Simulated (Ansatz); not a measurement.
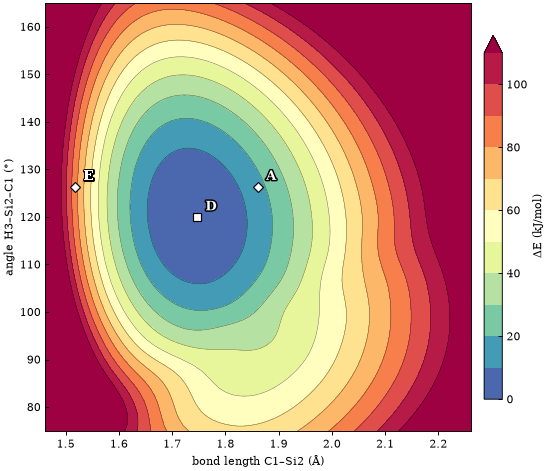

CHSi, SMILES [C]#[SiH], spin multiplicity 2. Coordinates scanned: (1) bond length C1–Si2; (2) angle H3–Si2–C1. Nothing is relaxed (all other coordinates rigid). Grid: 15 × 15 points. Points are written as (first, second). Energies are in kJ/mol, from the relaxed molecule at the same level. In part of the range the unrestricted reference is strongly spin-contaminated. These are results of UHF/def2-TZVP (Ansatz), not measurements.

In the figure: filled contours, one colour for all values above the top of the scale, lettered points. Between grid points the surface is interpolated.

Question: Is E the lowest point of the computed grid?

Answer: No. E lies 84 kJ/mol above the lowest grid point, which is at (1.747 Å, 119.9°).

Question: Rank the lettered points by energy, lowest first.

Answer: D (0.06 kJ/mol), A (17 kJ/mol), E (84 kJ/mol).

Question: What kind of point is each of A, D, E: minimum, saddle, maximum or slope?

Answer: A: on a slope; D: minimum; E: on a slope. (In these two coordinates alone; a stationary point may lie a little off the grid point.)
